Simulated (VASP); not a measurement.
Given:

```
CsBr
1.0
    4.27077     0.00000     0.00000
    0.00000     4.27077     0.00000
    0.00000     0.00000     4.27077
Cs Br
1 1
Direct
  0.00000   0.00000   0.00000
  0.50000   0.50000   0.50000
```

The numbers are results of r2SCAN+rVV10, VASP's PBE PAW potentials (set 64) (plane waves; VASP), not measurements. Settings: 520 eV cut-off, 7×7×7 Γ-centred mesh, tetrahedra with Blöchl corrections, potentials Cs_sv Br.

Unless said otherwise, spin-orbit coupling is left out, though it shifts the bands of the heavy elements here.

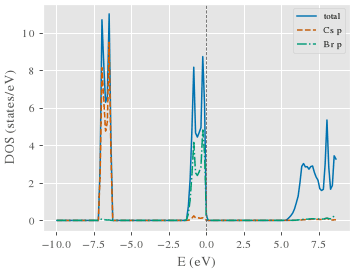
Figure: Total and projected density of states, zero at the valence-band maximum

Within 2 eV below the valence-band maximum the largest weight inside VASP's projection spheres is Br p.

The gap is direct, 5.25 eV, from the valence maximum at Γ to the conduction minimum at Γ.

The compound is CsBr in the CsCl type structure. It was relaxed first.
